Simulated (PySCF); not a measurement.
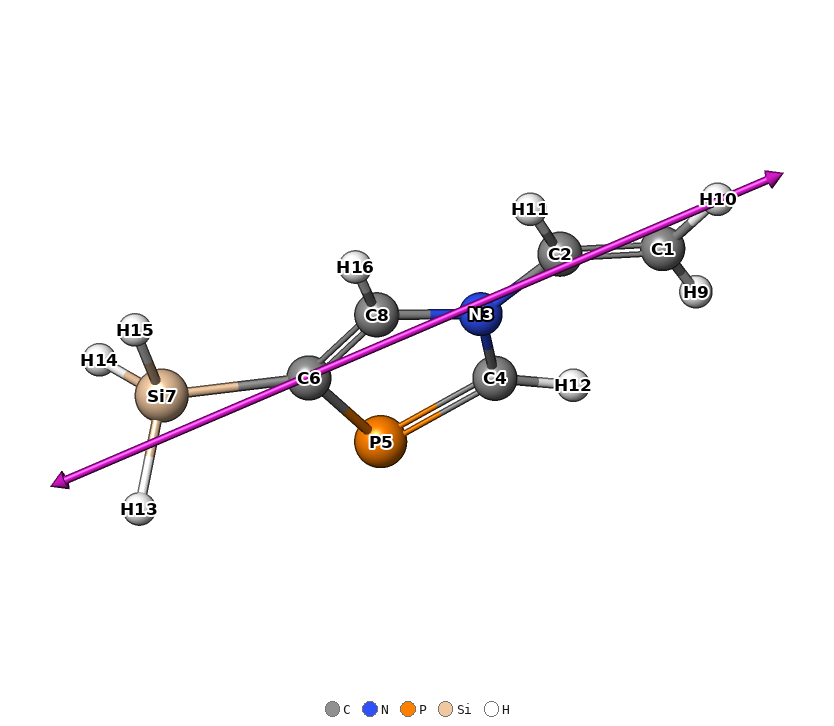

The double arrow shows the direction of the transition dipole to excited singlet state 7 (its length means nothing). Computed geometry: GFN2-xTB optimisation. No frequency run is at hand to confirm it as a minimum. Level of theory: TDDFT B3LYP/def2-SVPD, vertical, gas phase, core orbitals frozen in the response (PySCF 2.14.0).

**How is the transition polarised?**

Nearly parallel to the C4–P5 bond.

**Give its energy, strength and character.**

6.17 eV (201 nm), oscillator strength 0.57, mainly HOMO−1 → LUMO+1 (weight 0.84); transition dipole 4.93 D.

The geometry is semi-empirical. Around P, Si such bond lengths and angles can be off by a tenth of an ångström or more and by several degrees, and values that hang on the shape move with them.
